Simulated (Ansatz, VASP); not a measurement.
# BP: VASP beside Ansatz, part 2 of 2

One calculation is typed for both programs; each brings its own data sets and cutoff. How far apart do they land?

VASP 6.6.1 and Ansatz 0.2.0.

So far: Set-up; Ansatz: band structure, HSE06; VASP: band structure, HSE06.

## 3. VASP: band structure, HSE06 (continued)

Level of this step: HSE06; plane waves and PAW (P, B) (VASP).

Numbers of over 12 decimals in the logs are rounded to 6 here.

OUTCAR, selected parts (step 3):

```text
ion  position               nearest neighbor table
   1  0.750  0.750  0.750-   2 1.97   2 1.97   2 1.97   2 1.97
   2  0.000  0.000  0.000-   1 1.97   1 1.97   1 1.97   1 1.97

  LATTYP: Found a face centered cubic cell.
 ALAT       =     4.5380000000

 Subroutine GETGRP returns: Found 24 space group operations
 (whereof 24 operations were pure point group operations)

The static configuration has the point symmetry T_d .

 Found     16 irreducible k-points:

   k-points           NKPTS =     16   k-points in BZ     NKDIM =    216   number of bands    NBANDS=     10

   dimension x,y,z NGX =    20 NGY =   20 NGZ =   20
   dimension x,y,z NGXF=    40 NGYF=   40 NGZF=   40

   ENCUT  =  370.0 eV  27.19 Ry    5.21 a.u.   5.03  5.03  5.03*2*pi/ulx,y,z

   NELECT =       8.0000    total number of electrons

 k-points in reciprocal lattice and weights: Automatic mesh
   0.00000000  0.00000000  0.00000000       0.005
   0.16666667  0.00000000  0.00000000       0.037
   0.33333333  0.00000000  0.00000000       0.037
   0.50000000  0.00000000  0.00000000       0.019
   0.16666667  0.16666667  0.00000000       0.028
   0.33333333  0.16666667  0.00000000       0.111
   0.50000000  0.16666667  0.00000000       0.111
  -0.33333333  0.16666667  0.00000000       0.111
  -0.16666667  0.16666667  0.00000000       0.056
[...]
-0.33333333  0.33333333  0.16666667       0.111
  -0.33333333  0.50000000  0.16666667       0.056

  exchange ACFDT corr.  =         0.00000000  see jH, gK, PRB 81, 115126

 average (electrostatic) potential at core
       1 -77.7814       2 -21.7608

 E-fermi :   7.1684

 k-point     1 :       0.0000    0.0000    0.0000
  band No.  band energies     occupation
      1     -10.1027      2.00000
      2       6.9987      2.00000
      3       6.9987      2.00000
      4       6.9987      2.00000
      5      11.3532      0.00000
      6      11.3532      0.00000
      7      11.3532      0.00000
      8      15.7078      0.00000
      9      19.6166      0.00000
    ...

 k-point     2 :       0.1667    0.0000    0.0000
  band No.  band energies     occupation
      1      -9.5561      2.00000
      2       3.9117      2.00000
      3       6.2889      2.00000
      4       6.2889      2.00000
      5      11.9934      0.00000
      6      12.3253      0.00000
      7      12.3253      0.00000
      8      17.0538      0.00000
      9      19.1853      0.00000
    ...

 k-point     3 :       0.3333    0.0000    0.0000
  band No.  band energies     occupation
      1      -7.9963      2.00000
      2      -0.4362      2.00000
      3       5.3923      2.00000
      4       5.3923      2.00000
      5      11.8769      0.00000
      6      12.9100      0.00000
      7      12.9100      0.00000
      8      18.4621      0.00000
      9      20.2442      0.00000
    ...

  energy-cutoff  :      370.00
  volume of cell :       23.36
      direct lattice vectors                 reciprocal lattice vectors
     0.000000000  2.269000000  2.269000000    -0.220361393  0.220361393  0.220361393
     2.269000000  0.000000000  2.269000000     0.220361393 -0.220361393  0.220361393
     2.269000000  2.269000000  0.000000000     0.220361393  0.220361393 -0.220361393

 POSITION                                       TOTAL-FORCE (eV/Angst)
 -----------------------------------------------------------------------------------
      3.40350      3.40350      3.40350         0.000000      0.000000     -0.000000
      0.00000      0.00000      0.00000        -0.000000     -0.000000      0.000000
 -----------------------------------------------------------------------------------
    total drift:                                0.000002     -0.000000      0.000001

  FREE ENERGIE OF THE ION-ELECTRON SYSTEM (eV)
  ---------------------------------------------------
  free  energy   TOTEN  =       -14.8555988133 eV

  energy  without entropy=      -14.8555988133  energy(sigma->0) =      -14.85559881

 total charge
# of ion       s       p       d       tot
------------------------------------------
    1        0.989   1.592   0.000   2.581
    2        0.668   1.275   0.000   1.943
--------------------------------------------------
tot          1.657   2.867   0.000   4.525

[... 3 further parts left out ...]
```

## 4. Differences

Known differences besides the PAW data sets themselves: exact exchange at q = 0 is treated differently, which shows on coarse meshes; VASP keeps PBE cores, Ansatz makes them for the functional; the cutoff is 420 eV in Ansatz and 370 eV in VASP; VASP takes a coarser grid for exact exchange (PRECFOCK = Fast). Total energies have different zeros and are not compared.

Compared:

```csv
quantity,Ansatz,VASP,difference
gap over the path points (eV),2.001,1.996,+0.005
```

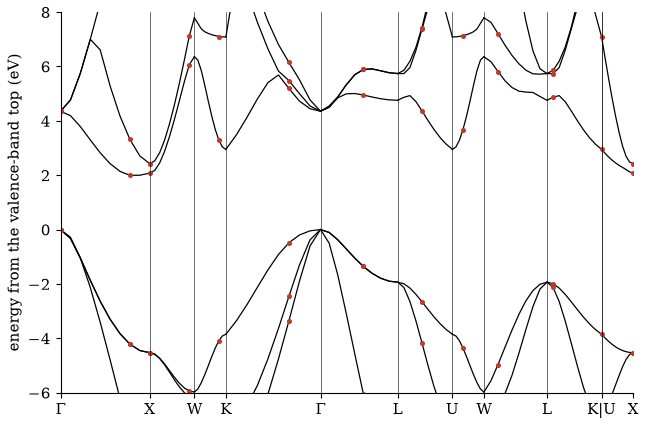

Bands from VASP (lines) and levels from Ansatz (dots). Dots without a line are higher empty bands that the VASP plot leaves out.

Levels at points of the path, from each program's valence-band top (eV; 3 filled, then empty):

```csv
k (reciprocal lattice),Ansatz,VASP
0.000 0.000 0.000,0.00 0.00 0.00 4.36 4.36 4.36,0.00 0.00 0.00 4.35 4.35 4.35
0.389 0.000 0.389,-7.62 -4.22 -4.22 2.00 3.32 12.34,-7.63 -4.22 -4.22 2.00 3.32 12.37
0.500 0.000 0.500,-9.58 -4.53 -4.53 2.08 2.43 13.82,-9.58 -4.53 -4.53 2.08 2.43 13.85
0.500 0.222 0.722,-9.04 -6.15 -5.94 6.06 7.13 9.05,-9.04 -6.15 -5.94 6.07 7.14 9.06
0.403 0.347 0.750,-9.10 -6.77 -4.09 3.29 7.10 10.80,-9.10 -6.77 -4.09 3.29 7.11 10.82
0.125 0.125 0.250,-3.35 -2.45 -0.48 5.19 5.48 6.15,-3.35 -2.45 -0.48 5.19 5.48 6.15
0.278 0.278 0.278,-6.05 -1.36 -1.36 4.95 5.89 5.89,-6.06 -1.36 -1.36 4.95 5.89 5.89
0.556 0.389 0.556,-9.61 -4.18 -2.66 4.37 7.38 7.43,-9.61 -4.18 -2.66 4.37 7.38 7.44
0.583 0.250 0.667,-9.09 -6.73 -4.35 3.67 7.12 10.44,-9.09 -6.73 -4.35 3.67 7.13 10.46
0.500 0.306 0.694,-8.91 -6.42 -4.97 5.81 7.21 9.18,-8.91 -6.42 -4.97 5.82 7.21 9.19
```

Among the levels compared (up to four filled and three empty ones at each point), filled levels agree within 3 meV and empty ones within 38 meV.

## 5. What came out

```
difference in gap over the path points (band structure, HSE06) : 0.0051 eV
```

What this shows: The difference in gap over the path points is 0.0051 eV (band structure, HSE06), within the 0.08 eV picked in this series as the mark of a large difference. Differences of this kind measure data sets and numerical settings, not the functional's error against experiment.

[Lines on the potential files, build, host, timing and source positions are cut from VASP's logs without a mark.]

[Logs are printed without paths, hosts, clocks, repeated set-up lines and the standing remarks that a program may print on its own settings, such as how far it seeks lower states.]

[Hosts, paths, dates, database ids (printed as entryN), source tags and the programs' standing remarks are cut or masked in the printed files.]
